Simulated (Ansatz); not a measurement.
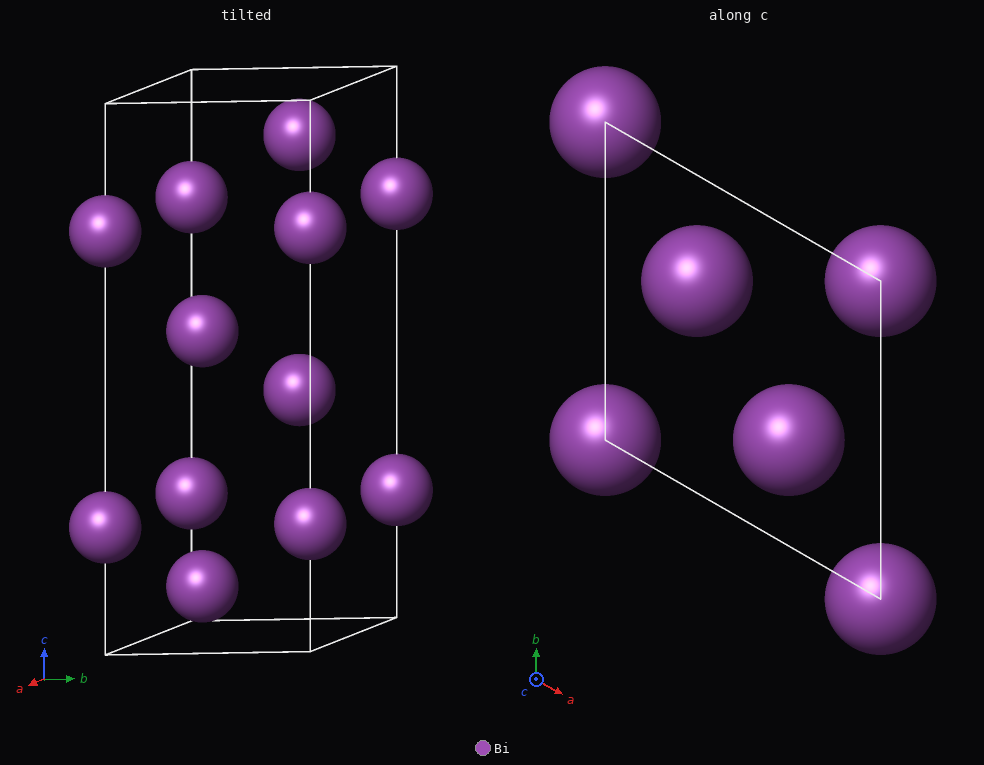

Shown here is a spheres-only view of the crystal, taken slightly off an axis and along the c axis. The box is the conventional unit cell; atoms on or close to its faces, edges and corners are drawn wherever they repeat.

The element is bismuth. The structure has R-3m (No. 166) symmetry and a rhombohedral (trigonal R) lattice. It belongs to the family called α-arsenic (A7) type. The cell holds six atoms. Bi bonds to three Bi in a trigonal pyramidal arrangement.

The structure was taken from a structure type known for this element. Earlier steps of the study may have refined or changed the cell and positions. It went into a calculation with Ansatz.
